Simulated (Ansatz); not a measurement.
# A failed many-body run on SrWO4 (I4_1/a)

Aim: the G0W0 gap of SrWO4 (I4_1/a). The first input has a fault.

Calculated with Ansatz 0.2.0; G0W0 on LDA, plane waves, PAW.

## (1) The structure

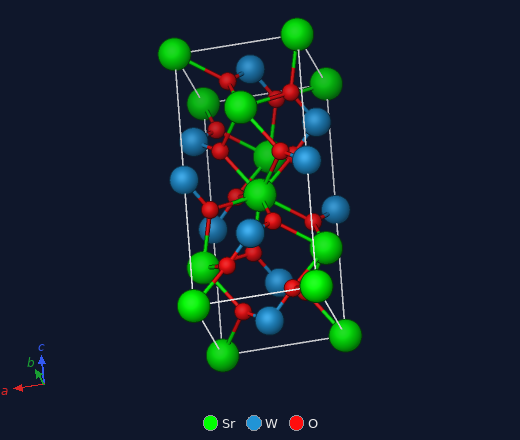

Start, viewed from a free direction; strontium green, tungsten blue, oxygen red. This picture shows the conventional cell, with its axes. Some periodic images of atoms are drawn too.

As a file:

```cif
data_structure
_symmetry_space_group_name_H-M 'P 1'
_symmetry_Int_Tables_number 1
_cell_length_a 7.1020
_cell_length_b 7.1020
_cell_length_c 7.1020
_cell_angle_alpha 134.960
_cell_angle_beta 134.960
_cell_angle_gamma 65.593
_cell_volume 176.69
loop_
_atom_site_label
_atom_site_type_symbol
_atom_site_fract_x
_atom_site_fract_y
_atom_site_fract_z
_atom_site_occupancy
Sr1 Sr 0.75000 0.25000 0.50000 1
Sr2 Sr 0.00000 0.00000 0.00000 1
W3 W 0.25000 0.75000 0.50000 1
W4 W 0.50000 0.50000 0.00000 1
O5 O 0.44084 0.81857 0.09340 1
O6 O 0.56857 0.97518 0.87773 1
O7 O 0.09744 0.69084 0.12227 1
O8 O 0.72518 0.34744 0.90660 1
O9 O 0.02482 0.90256 0.59340 1
O10 O 0.65256 0.55916 0.37773 1
O11 O 0.18143 0.27482 0.62227 1
O12 O 0.30916 0.43143 0.40660 1
```

The cell and positions are those that the Materials Project relaxed with its own functionals (PBE, PBE+U or r2SCAN), kept fixed. Spin-orbit coupling is left out unless a step names it. The default PAW set here is soft_2. Its files were made with PBE.

## (2) First try

input.yaml

```yaml
crystal:
  lattice:
    - [-2.7201121709, 2.7201121709, 5.9699255756]
    - [2.7201121709, -2.7201121709, 5.9699255756]
    - [2.7201121709, 2.7201121709, -5.9699255756]
  atoms:
    - { symbol: Sr, position: [0.75, 0.25, 0.5] }
    - { symbol: Sr, position: [0.0, 0.0, 0.0] }
    - { symbol: W, position: [0.25, 0.75, 0.5] }
    - { symbol: W, position: [0.5, 0.5, 0.0] }
    - { symbol: O, position: [0.44084291, 0.81857378, 0.09339807] }
    - { symbol: O, position: [0.56857378, 0.97517571, 0.87773087] }
    - { symbol: O, position: [0.09744484, 0.69084291, 0.12226913] }
    - { symbol: O, position: [0.72517571, 0.34744484, 0.90660193] }
    - { symbol: O, position: [0.02482429, 0.90255516, 0.59339807] }
    - { symbol: O, position: [0.65255516, 0.55915709, 0.37773087] }
    - { symbol: O, position: [0.18142622, 0.27482429, 0.62226913] }
    - { symbol: O, position: [0.30915709, 0.43142622, 0.40660193] }
kpoints:
  mp_grid: { grid: [4, 4, 4] }
hamiltonian:
  xc: lda
scf:
  occupations: { method: fixed }
gw:
  n_empty_bands: 186
  ecut_chi: 10
  qp_bands: [v4, c4]
  qp_kpoints: band_edges
  screening: { model: contour_deformation }
```

Launch:

```bash
$ ansatz run input.yaml --threads 3 --pin off --max-ram 92160MiB --backend cuda --events-out ev --progress --plain --runs-dir out --devices 1 --max-vram 13GiB  # rebuilt from the run's record
```

Numbers of over 12 decimals in the logs are rounded to 6 here.

What it wrote:

```text
GPUs: using 1 of 1 available (devices: 1).
Engine: ansatz 0.2.0, x86_64-unknown-linux-gnu
Pseudopotentials: kind: paw
Pseudopotential: Sr, paw, valence charge 10, recommended cutoff 420 eV (normal), Sr.paw.azcp
Pseudopotential: W, paw, valence charge 14, recommended cutoff 420 eV (normal), W.paw.azcp
Pseudopotential: O, paw, valence charge 6, recommended cutoff 420 eV (normal), O.paw.azcp
Functional definition: SPW92
  exchange = slater_x
  correlation = pw_c
device memory: the entry about to start is reckoned to put 4.2 GiB on a device that reports 55.3 GiB free (of which the cap on the GPU budget leaves the run 13.0 GiB)
GPU FFT provider: cuFFT
GPU libraries: cuBLAS 13.8.2, cuFFT 12.4.0, cuSOLVER 12.3.4
Crystal: 12 atoms, lattice volume = 176.686 Å³
Basis set: ecut = 420 eV, 3435 PW (Γ)
Bands: 60, of which v1, the nominal top of the filled ones, is band 48 counted from 1 (47 counted from 0)
Symmetry: 8 space group operations
Space group: I41/a (ITA 88), of the structure as read, at distance tolerance 5.6e-5 Å
k-points: 14 of 64
Non-local potential: Sr, projectors of the file, l = 0: 3, l = 1: 2, l = 2: 2
Non-local potential: W, projectors of the file, l = 0: 3, l = 1: 2, l = 2: 2, l = 3: 1
Non-local potential: O, projectors of the file, l = 0: 2, l = 1: 2, l = 2: 1
PAW form: soft (Blöchl's): semilocal exchange-correlation on the pseudo side does not see the compensation charge
PAW frozen core: Sr, regenerated for the run's functional, and the local potential with it (the file was generated under x = pbe(κ = 0.804, μ = 0.219515), c = pbe(β = 0.066725))
PAW frozen core: W, regenerated for the run's functional, and the local potential with it (the file was generated under x = pbe(κ = 0.804, μ = 0.219515), c = pbe(β = 0.066725))
PAW frozen core: O, regenerated for the run's functional, and the local potential with it (the file was generated under x = pbe(κ = 0.804, μ = 0.219515), c = pbe(β = 0.066725))
PAW one-centre angular grid: Sr, 110 points (default); XC on 64 Gauss nodes
PAW one-centre angular grid: W, 590 points (default); XC on 64 Gauss nodes
PAW one-centre angular grid: O, 110 points (default); XC on 64 Gauss nodes
Initial density: superposition of atomic densities (neutral atoms: chi_scale 0, normalization atom), corrected by the library's trained network
Initial wavefunctions: pseudopotential atomic-orbital guess
GPU buffer pool allocated for 110592 grid points (all kernels)
GPU transforms: local potential and band sums: pruned to the plane-wave sphere, on 48×48×48
Functional: x = slater, c = lda
SCF iter   1: F=—  HF=-31602.612229 eV  |F-HF|=—  |Δ(HF+E_count)|=         —  Δρ=1.77e-2  dr2=5.36e-1  ethr=1.77e-3  ⟨swp⟩=5.1  Hψ=3290  notcnv=0  defer=128
preconditioner: auto → Resta (q_TF=auto, 2.465 Å⁻¹)  ε∞=4.6  [insulator: Δε(μ)=4.120 eV  Ē_g=12.833 eV  n_scr=36 (ndim 8)  ℏωp=24.4 eV  f_vac=0.051  ε∞_Penn≈4.6]
SCF iter   2: F=—  HF=-31602.512484 eV  |F-HF|=—  |Δ(HF+E_count)|=   9.97e-2  Δρ=7.43e-3  dr2=9.36e-2  ethr=5.58e-4  ⟨swp⟩=2.1  Hψ=1401  notcnv=0  defer=123
SCF iter   3: F=—  HF=-31602.494425 eV  |F-HF|=—  |Δ(HF+E_count)|=   1.81e-2  Δρ=2.39e-3  dr2=9.07e-3  ethr=9.75e-5  ⟨swp⟩=2.1  Hψ=1122  notcnv=0  defer=140
SCF iter   4: F=—  HF=-31602.491923 eV  |F-HF|=—  |Δ(HF+E_count)|=   2.50e-3  Δρ=4.03e-4  dr2=3.04e-4  ethr=9.45e-6  ⟨swp⟩=3.0  Hψ=1120  notcnv=0  defer=140
SCF iter   5: F=—  HF=-31602.491919 eV  |F-HF|=—  |Δ(HF+E_count)|=   4.61e-6  Δρ=7.94e-5  dr2=1.53e-5  ethr=3.17e-7  ⟨swp⟩=2.1  Hψ=1034  notcnv=0  defer=140
SCF iter   6: F=—  HF=-31602.491921 eV  |F-HF|=—  |Δ(HF+E_count)|=   2.50e-6  Δρ=2.35e-5  dr2=1.13e-6  ethr=1.60e-8  ⟨swp⟩=2.5  Hψ=1374  notcnv=0  defer=116
SCF iter   7: F=-31602.491921 eV  HF=-31602.491921 eV  |F-HF|=7.30e-9  |Δ(HF+E_count)|=   8.92e-8  Δρ=4.82e-6  dr2=5.22e-8  ethr=1.04e-10  ⟨swp⟩=13.1  Hψ=4034  notcnv=0
SCF 1 converged in 7 iterations: F = -31602.491921 eV  dr2 = 5.22e-8
[...]
device memory: the entry about to start is reckoned to put 5.3 GiB (of the 5.4 GiB reckoned in all, the device holds 0.1 GiB already) on a device that reports 55.9 GiB free (of which the cap on the GPU budget leaves the run 12.9 GiB)
NSCF: frozen V_eff on 14 k-points
[...]
device memory: the entry about to start is reckoned to put 4.3 GiB on a device that reports 56.0 GiB free (of which the cap on the GPU budget leaves the run 13.0 GiB)
NSCF: frozen V_eff on 14 k-points
G₀W₀ screening: q 1/14
[... further progress lines ...]
device memory: the entry about to start is reckoned to put 1.3 GiB on a device that reports 54.7 GiB free (of which the cap on the GPU budget leaves the run 13.0 GiB)
NSCF: frozen V_eff on 1 k-points
device memory: the entry about to start is reckoned to put 1.2 GiB on a device that reports 54.7 GiB free (of which the cap on the GPU budget leaves the run 13.0 GiB)
NSCF: frozen V_eff on 1 k-points
SCF converged after 7 iterations
Free energy (F): -31602.491921 eV
Harris-Foulkes:  -31602.491921 eV  (|F-HF|=7.30e-9)
Internal energy: -31602.491921 eV  (E = F + TS)
E sigma→0 (E₀):  -31602.491921 eV
Fermi energy:    6.167227 eV
--- Per-component energies (eV) ---
  E_band       = -797.058169
  E_kinetic    = 2770.744106
  E_local      = -6775.917119  (includes V_loc(G=0)·N_el)
  E_nonlocal   = 822.100726
  E_hartree    = 2281.418010
  E_xc         = -1446.636570
  E_vxc        = -1538.498149  (∫ρ·V_xc dr)
  E_paw        = -22988.220614  (= ΣΔE_a)
  E_vpaw       = -638.345415  (= ΣTr[D̂ρ^β])
  E_aug_tail   = 0.019861  (compensation charges beyond the density's cutoff)
  E_ewald      = -6267.930270
  E_core_change = 1.929949  (= ΣΔE_core)
  E_smearing   = -0.000000  (= −TS)
  E_closure    = 0.000000  (closes the sum)
  Σ components = -31602.491921   (vs F -31602.491921, Δ=0.00e0)
--- Band table (eV; the first three rows and the last of 14) ---
  k-point 0: bands = [... 44 lower, 5.4406, 5.8559, 6.1672, 6.1672, 10.5025, 10.8718, 11.1029, 11.1868, ... 8 higher]
  k-point 1: bands = [... 44 lower, 5.7306, 5.7515, 5.7754, 6.0366, 10.6754, 10.9713, 11.0047, 11.2848, ... 8 higher]
  k-point 2: bands = [... 44 lower, 5.7384, 5.7384, 5.7937, 5.7937, 10.7190, 10.7190, 11.1987, 11.1987, ... 8 higher]
  k-point 13: bands = [... 44 lower, 5.8252, 5.8252, 6.0866, 6.0866, 10.6081, 10.6081, 10.8963, 10.8963, ... 8 higher]
--- G₀W₀: contour deformation, 6 samples at zero and on the imaginary axis and 0 off it, 64 q-points, 186 empty bands' worth ---
  eigenvalues of the whole cell's RPA ε∞ on this k-mesh (on a slab, of 1 + 4πα/V) = 3.8598, 3.8598, 4.0925; static W/v taken at q = 0 is 0.254784
  bands read: the sum over 234 bands ends inside a degenerate multiplet in 1 slot, whose members it reads at an even weight; the widest, k=0: bands 234 to 235 (counted from 1) at 1/2 each
  gw.qp_kpoints: band_edges: 14 of 14 stored k-points solved, in 1 pass; an edge of the gap read off the rows below is read off those points alone
    ik  band        ε_KS         Σx   Σc(E_QP)       V_xc       Z   E_QP_lin       E_QP  E_QP is
     0    45      5.4406   -25.1477     3.7310   -20.2208  0.8264     4.2269     4.2448  root
     0    46      5.8559   -25.3955     3.6246   -20.4698  0.8291     4.5348     4.5549  root
     0    47      6.1672   -25.7519     3.6352   -20.8418  0.8307     4.8737     4.8924  root
     0    48      6.1672   -25.7519     3.6352   -20.8418  0.8307     4.8737     4.8924  root
     0    49     10.5025   -14.9513    -3.5691   -20.8230  0.8420    12.8652    12.8052  root
     0    50     10.8718   -15.3188    -3.5353   -21.1376  0.8413    13.2154    13.1553  root
     0    51     11.1029   -15.3338    -3.6019   -21.0448  0.8368    13.2662    13.2120  root
     0    52     11.1868   -16.1885    -3.5198   -21.9705  0.8382    13.5109    13.4491  root
     1    45      5.7306   -25.2498     3.6649   -20.2856  0.8279     4.4108     4.4314  root
     1    46      5.7515   -25.5000     3.6734   -20.5696  0.8290     4.4756     4.4945  root
     1    47      5.7754   -25.2992     3.6803   -20.3136  0.8280     4.4494     4.4702  root
     1    48      6.0366   -25.5767     3.6517   -20.6397  0.8295     4.7319     4.7513  root
     1    49     10.6754   -15.3402    -3.5389   -21.1306  0.8404    12.9853    12.9269  root
     1    50     10.9713   -16.0314    -3.5360   -21.7834  0.8375    13.2467    13.1874  root
[...]
13    48      6.0866   -25.6787     3.6524   -20.7629  0.8304     4.8046     4.8231  root
    13    49     10.6081   -14.5090    -3.5507   -20.2813  0.8427    12.8844    12.8297  root
    13    50     10.6081   -14.5090    -3.5507   -20.2813  0.8427    12.8844    12.8297  root
    13    51     10.8963   -15.5232    -3.5152   -21.3128  0.8410    13.2300    13.1707  root
    13    52     10.8963   -15.5232    -3.5152   -21.3128  0.8410    13.2300    13.1707  root
```

Elapsed: 31 s, on 1 × NVIDIA H100 80GB HBM3 (shared by 6 runs) with 3 threads of AMD EPYC 7R13 (Zen 3), shared host; peak memory 1.3 GiB; 45 s of CPU time.

Reading the cycles: dr2 is the Hartree energy of the density residual (eV), the measure of convergence; HF is the Harris–Foulkes estimate of the energy, which meets the free energy F at convergence.

**What went wrong?**

The run ended normally, though the input holds a fault or crude settings.

The fault: screening cutoff of a few eV. Such a cutoff keeps only a few plane waves in the dielectric matrix, so local fields and the Coulomb hole are lost.

It printed a gap of 7.91 eV, which is an artefact of the settings.

## (3) A better input

G0W0 replaces the xc potential by the self-energy, built once from these orbitals. Only a window of levels is corrected, while the sums run over the empty bands that the input names.

Edit input.yaml of step 2 so:

```diff
@@ -25,4 +25,4 @@
 gw:
-  n_empty_bands: 186
-  ecut_chi: 10
+  n_empty_bands: 159
+  ecut_chi: 54
   qp_bands: [v4, c4]
```

What it wrote:

```text
GPUs: using 1 of 1 available (devices: 1).
[...]
GPU FFT provider: cuFFT
GPU libraries: cuBLAS 13.8.2, cuFFT 12.4.0, cuSOLVER 12.3.4
Crystal: 12 atoms, lattice volume = 176.686 Å³
Basis set: ecut = 420 eV, 3435 PW (Γ)
Bands: 60, of which v1, the nominal top of the filled ones, is band 48 counted from 1 (47 counted from 0)
Symmetry: 8 space group operations
[...]
k-points: 14 of 64
[...]
GPU buffer pool allocated for 110592 grid points (all kernels)
[...]
SCF iter   1: F=—  HF=-31602.612229 eV  |F-HF|=—  |Δ(HF+E_count)|=         —  Δρ=1.77e-2  dr2=5.36e-1  ethr=1.77e-3  ⟨swp⟩=5.1  Hψ=3290  notcnv=0  defer=128
[...]
SCF iter   7: F=-31602.491921 eV  HF=-31602.491921 eV  |F-HF|=7.30e-9  |Δ(HF+E_count)|=   8.92e-8  Δρ=4.82e-6  dr2=5.22e-8  ethr=1.04e-10  ⟨swp⟩=13.1  Hψ=4034  notcnv=0
SCF 1 converged in 7 iterations: F = -31602.491921 eV  dr2 = 5.22e-8
[...]
0    45      5.4406   -25.1477     4.5338   -20.2208  0.7618     5.0454     5.0475  root
     0    46      5.8559   -25.3955     4.5779   -20.4698  0.7615     5.5066     5.5081  root
     0    47      6.1672   -25.7519     4.5869   -20.8418  0.7622     5.8427     5.8440  root
     0    48      6.1672   -25.7519     4.5869   -20.8418  0.7622     5.8427     5.8440  root
     0    49     10.5025   -14.9513    -3.8203   -20.8230  0.8082    12.6001    12.5540  root
     0    50     10.8718   -15.3188    -3.7479   -21.1376  0.8068    12.9905    12.9427  root
     0    51     11.1029   -15.3338    -3.6585   -21.0448  0.7994    13.2058    13.1554  root
     0    52     11.1868   -16.1885    -3.6362   -21.9705  0.8000    13.3870    13.3326  root
[...]
13    49     10.6081   -14.5090    -3.7615   -20.2813  0.8099    12.6624    12.6190  root
    13    50     10.6081   -14.5090    -3.7615   -20.2813  0.8099    12.6624    12.6190  root
    13    51     10.8963   -15.5232    -3.6990   -21.3128  0.8055    13.0357    12.9869  root
    13    52     10.8963   -15.5232    -3.6990   -21.3128  0.8055    13.0357    12.9869  root
[key lines of the parts left out:]
SCF converged after 7 iterations
Free energy (F): -31602.491921 eV
Fermi energy:    6.167227 eV
```

Wall time 14 s (1 × NVIDIA H100 80GB HBM3 (shared by 6 runs) with 3 threads); peak memory 1.3 GiB.

Numbers from this step:

- bands summed: 207
- RPA ε∞ on this mesh (eigenvalues): 3.486, 3.486, 3.539
- plane waves in the screening matrix: 155
- q-points in the mesh: 64
- G0W0 gap on the mesh: 6.710 eV
- k of the valence top: 0, 0, 0
- k of the conduction bottom: 0, 0, 0
- starting gap on the mesh: 4.335 eV
- Z at the valence top: 0.7622
- Z at the conduction bottom: 0.8082
- least direct G0W0 gap on the computed points: 6.710 eV

The gap on the mesh goes from 4.34 eV to 6.71 eV, a correction of +2.37 eV. Between the two edge states, bare exchange in place of the xc potential would open the gap by 10.78 eV, and correlation takes back 8.41 eV.

## (4) Results

```yaml
first_try: converged after 31 s
better_run: G0W0 gap on the mesh 6.71 eV (4×4×4 mesh, 159 empty bands, screening to 54 eV)
```

**Reading.** The second run differs in: empty bands and screening cutoff (eV). Bands and cutoff are finite, so the gap is not at the basis limit. The miss can reach some tenths of an eV and take either sign; the mesh is an error of its own. The many-body steps are scalar-relativistic: spin-orbit coupling is not in them.

[Paths, hosts, dates, memory and timing lines, banners, echoed tables and standing remarks are left out of the program output.]

[Logs are printed without paths, hosts, clocks, repeated set-up lines and the standing remarks that a program may print on its own settings, such as how far it seeks lower states.]

[Runs of the session that timed out or met a known fault of the program may be left out.]

[Cells called generated may have been cut or substituted from an entry of the Crystallography Open Database or the Materials Project.]

[Hosts, paths, dates, database ids (printed as entryN), source tags and the programs' standing remarks are cut or masked in the printed files.]
